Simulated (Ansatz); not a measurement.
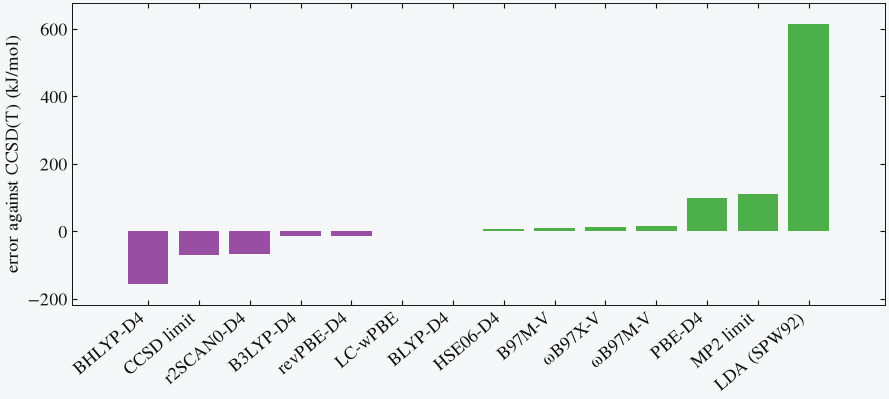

Error in the electronic atomisation energy (method less reference, so positive means overbinding) of C₂H₄O₂Si, SMILES C=C1O[SiH2]O1: functionals in def2-TZVPP against frozen-core CCSD(T) at the limit (MP2 extrapolated from triple and quadruple zeta, plus CCSD(T) less MP2 in a smaller set), which gives 3715.7 kJ/mol, at a PBE0-D4/def2-TZVP geometry (a minimum by its frequencies), no zero-point or spin-orbit term, the Ansatz code. The reference leaves out core correlation, a term that grows with the number of heavy atoms. No dispersion term is added to LC-wPBE. Limit means the basis limit.

Which of these levels overbind, and which underbind?

Answer. Overbind: PBE-D4, MP2 limit and LDA (SPW92). Underbind: BHLYP-D4, CCSD limit and r2SCAN0-D4. Within 25 kJ/mol of zero, too close to call in view of what the reference leaves out: B3LYP-D4, revPBE-D4, LC-wPBE, BLYP-D4, HSE06-D4, B97M-V, ωB97X-V and ωB97M-V.

Give the values.

Answer.
```
      level  kJ/mol
   BHLYP-D4  −156.2
 CCSD limit   −70.0
 r2SCAN0-D4   −67.3
   B3LYP-D4   −15.1
  revPBE-D4   −13.0
    LC-wPBE    −1.0
    BLYP-D4    −0.5
   HSE06-D4     5.5
     B97M-V     7.9
    ωB97X-V    13.6
    ωB97M-V    14.9
     PBE-D4    98.9
  MP2 limit   110.0
LDA (SPW92)   613.5
```
